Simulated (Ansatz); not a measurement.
Input

```
crystal:
  lattice:
    - [3.1729726905, 0.0, 0.0]
    - [0.0, 3.1729726905, 0.0]
    - [0.0, 0.0, 3.1729726905]
  atoms:
    - { symbol: Li, position: [0.0, 0.0, 0.0] }
    - { symbol: Ti, position: [0.5, 0.5, 0.5] }
basis:
  ecutwfc: 420
kpoints:
  mp_grid: { grid: [18, 18, 18] }
hamiltonian:
  xc: pbe
scf:
  occupations: { method: gaussian, width: 0.1 }
output:
  forces: true
  stress: true
  eigenvalues: true
  write_density: true
  write_potential: true
  elf: true
  volumetric_format: npy
relax:
  adjacent_minimum: "off"
  f_tol: 0.01
  max_steps: 80
  cell: { stress_tol: 0.05 }
```

Run with:

```sh
ansatz run input.yaml --threads 1 --pin off --max-ram 2560MiB --backend cpu --events-out ev --progress --plain --runs-dir out
```

Below, planes, directions and counts refer to the conventional cell (a = 3.17 Å, b = 3.17 Å, c = 3.17 Å, α = 90.00°, β = 90.00°, γ = 90.00°).

The fields are those of the run's last geometry, not of the input's.

Space group Pm-3m; started from the caesium chloride_221 prototype, which need not be the ambient phase; computed without spin polarisation.

Theory: DFT PBE, scalar-relativistic, plane waves, PAW in Ansatz.

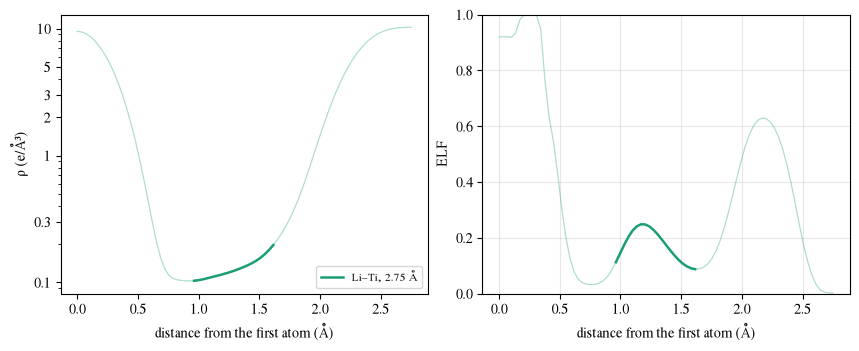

LiTi. Valence charge density (pseudo) and electron localisation function along straight lines between neighbouring atoms. Thin, pale parts lie inside the atomic spheres.

In a PAW calculation such maps are meaningful between the atoms, not at the nuclei.

**What can be read from the curves?**

Li–Ti (2.75 Å): ρ is about 0.13 e/Å³ halfway; the ELF is about 0.15 at the midpoint: no shared electron pair shows on this line.
